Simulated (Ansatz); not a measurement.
Response to strain in Ti3Al

The parent structure is Ti$_{3}$Al (space group P6_3/mmc, No. 194).

Ti3Al has the hexagonal space group P6₃/mmc (No. 194), Pearson symbol hP8. Lattice parameters: a = b = 5.747 Å, c = 4.632 Å, α = β = 90.00°, γ = 120.00°. Ti on 6h is coordinated by 8 Ti at 2.813–2.934 Å and 4 Al at 2.829–2.874 Å (anticuboctahedral). Al on 2c sees 12 Ti at 2.829–2.874 Å (anticuboctahedral). (Neighbours: up to the widest gap in distance over summed covalent radii, below 1.35, at either atom.)

Strains are applied to the cell and any free atomic positions relax.

Method: r2SCAN, PAW, 500 eV (Ansatz, a program for electronic structure; without spin-orbit coupling), earlier PAW set.

Notes on the quantities. energy relative to the base: free energy F.

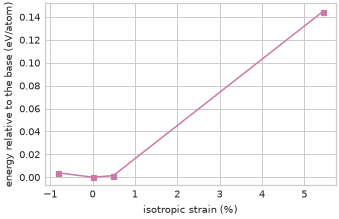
Fig. 1. Energy relative to the base against isotropic strain

Q: From the plot, what is the energy relative to the base for isotropic strain +5.44 %?

A: About 0.14 eV/atom.

Q: Is the trend monotonic over the range shown?

A: No, it turns within the range, spanning 0 meV/atom to +145 meV/atom.

Stability against distortions was not tested. All final runs are without spin polarisation.
